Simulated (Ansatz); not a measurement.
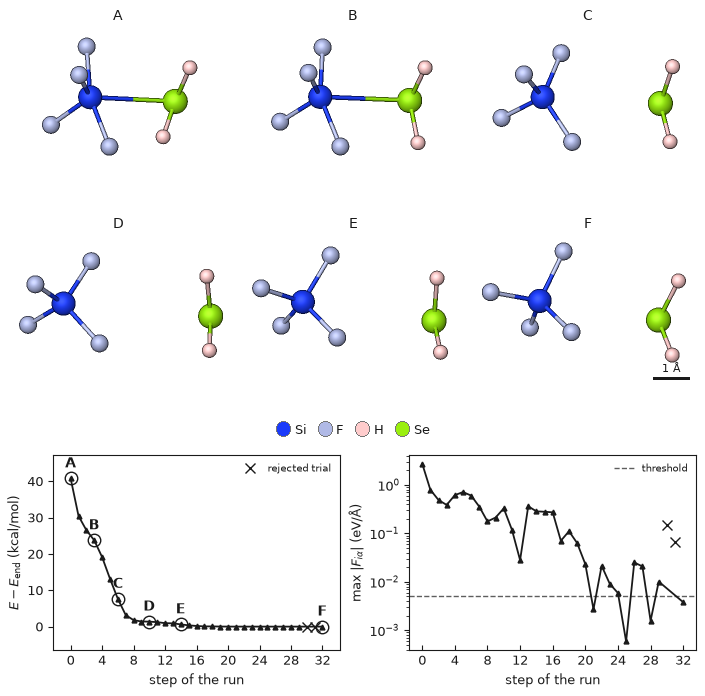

Frames of a relaxation of SiH2SeF4 (started from a transition state, displaced along its imaginary mode), marked on the history of the run. A ball-and-stick model, seen face on.

Theory: RKS PBE0-D4/def2-TZVP in Ansatz 0.2.0.

The input:
```yaml
crystal:
  periodic: [false, false, false]
  atoms:
    - {symbol: Si, position_ang: [-0.645305, -0.157395, -0.415105]}
    - {symbol: F, position_ang: [0.705453, -0.791157, -1.094235]}
    - {symbol: F, position_ang: [-1.104220, -1.593445, 0.075776]}
    - {symbol: F, position_ang: [-1.688641, 0.669939, 0.537741]}
    - {symbol: F, position_ang: [-1.126383, 0.457459, -1.795057]}
    - {symbol: H, position_ang: [1.626328, 0.169715, -0.062541]}
    - {symbol: Se, position_ang: [1.182977, 1.097360, 0.813203]}
    - {symbol: H, position_ang: [1.049791, 0.147624, 1.940118]}
basis:
  gaussian: {orbitals: def2-TZVP}
hamiltonian: {xc: pbe0, dispersion: d4}
relax: {f_tol: 0.005, max_steps: 200}
```

Launched with:
```bash
ansatz run in.yaml --threads 8 --pin off --events-out ev --progress --plain --max-ram 19148MiB
```

> Describe the path.

F3 moves most after the best rigid fit: 1.69 Å. By element the largest moves are F 1.69 Å, H 1.16 Å, Si 0.69 Å, Se 0.65 Å. Some distances before and after: Si1–Se7 2.535 → 3.762 Å, F2–Se7 2.726 → 3.587 Å, H6–Se7 1.351 → 1.467 Å, Si1–F2 1.639 → 1.563 Å. Bonds break, among them: Si1–Se7 (2.53 → 3.76 Å). Bond angles that change, for instance: F2–Si1–F4 164.0° → 110.5°, F2–Si1–F5 92.3° → 110.6°, F2–Si1–F3 91.0° → 108.2°. After 30 accepted moves (32 points after the start) the energy has fallen by 40.8 kcal/mol. The largest force component goes from 2.8 to 0.0038 eV/Å. The line search rejected the trial steps at points 30, 31 of the run. The forces were under the threshold at step 21, but the run went on from there. From step 0 to 3: H6 moves most (0.58 Å), energy −17.0 kcal/mol. From step 3 to 6: F3 moves most (0.55 Å), energy −16.1 kcal/mol. From step 6 to 10: Se7 moves most (0.61 Å), energy −6.25 kcal/mol. From step 10 to 14: F5 moves most (0.56 Å), energy −0.76 kcal/mol. From step 14 to 32: F5 moves most (0.39 Å), energy −0.61 kcal/mol.

```tsv
step	E − E(0), kcal/mol	largest force component, eV/Å	note
0	0.00	2.7590	
1	-10.33	0.7964	
2	-14.25	0.4895	
3	-17.03	0.3872	
4	-21.67	0.6170	
5	-27.62	0.7140	
6	-33.16	0.6047	
7	-37.61	0.3567	
8	-39.00	0.1768	
9	-39.38	0.2127	
10	-39.41	0.3288	
11	-39.55	0.1192	
12	-39.83	0.0281	
13	-39.88	0.3635	
15	-40.43	0.2799	
16	-40.60	0.2726	
17	-40.72	0.0705	
18	-40.72	0.1110	
19	-40.76	0.0630	
20	-40.77	0.0232	
22	-40.78	0.0215	
23	-40.78	0.0091	
24	-40.78	0.0059	
25	-40.78	0.0006	
26	-40.78	0.0251	
27	-40.78	0.0208	
29	-40.78	0.0101	
30	-40.76	0.1495	rejected
31	-40.77	0.0658	rejected
32	-40.78	0.0038
```
